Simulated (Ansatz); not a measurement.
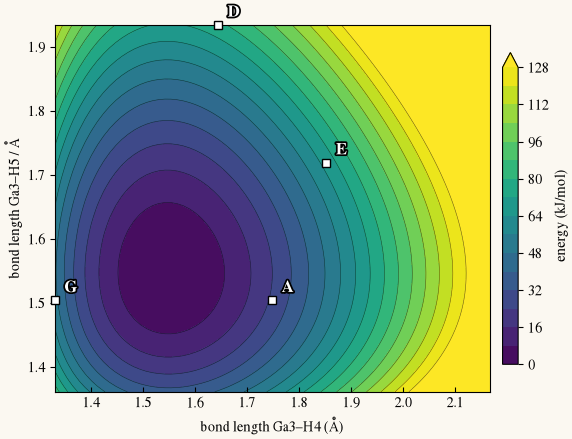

C₂H₂Ga, SMILES [C]#[C][GaH2], spin multiplicity 2. 
- The first coordinate is: bond length Ga3–H4; the second: bond length Ga3–H5.
- Nothing is relaxed (all other coordinates rigid).
- Grid: 9 × 9 points.
- Points are written as (first, second).
- Energies are in kJ/mol, from the relaxed molecule at the same level.
- Theory: UHF-MP2, frozen core/def2-TZVP in Ansatz 0.2.0.

In the figure: filled contours, one colour for all values above the top of the scale, lettered points. Between grid points the surface is interpolated.

Is G the lowest point of the computed grid?

No. G lies 50 kJ/mol above the lowest grid point, which is at (1.539 Å, 1.576 Å).

What kind of point is each of A, E: minimum, saddle, maximum or slope?

A: on a slope; E: on a slope. (In these two coordinates alone; a stationary point may lie a little off the grid point.)
